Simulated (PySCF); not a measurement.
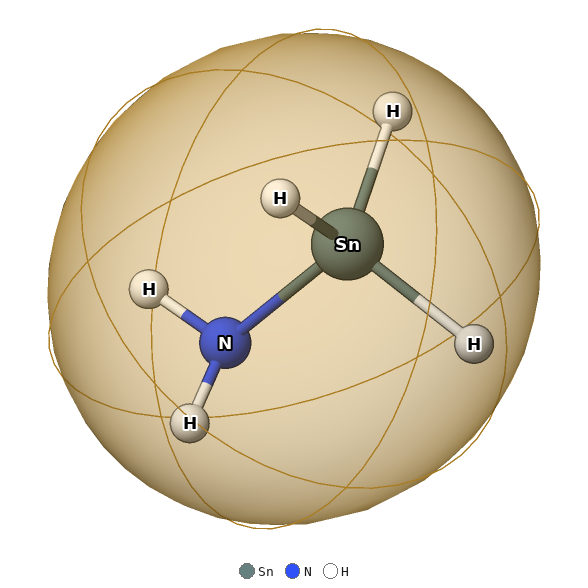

The ellipsoid shows the static dipole polarisability: its half-axes are proportional to the principal values. Computed geometry: PBE0-D3(BJ)/def2-SVP optimisation. No frequency run is at hand to confirm it as a minimum. Computed with ωB97X-D/def2-SVPD, core potentials on Sn (PySCF 2.14.0).

Question: Give the principal values, the mean and the anisotropy.

Answer: Principal values 49.5, 49.7, 55.6 bohr³; mean 51.6 bohr³ (7.64 Å³); anisotropy 6.0 bohr³, so the longest axis is 1.12 times the shortest.
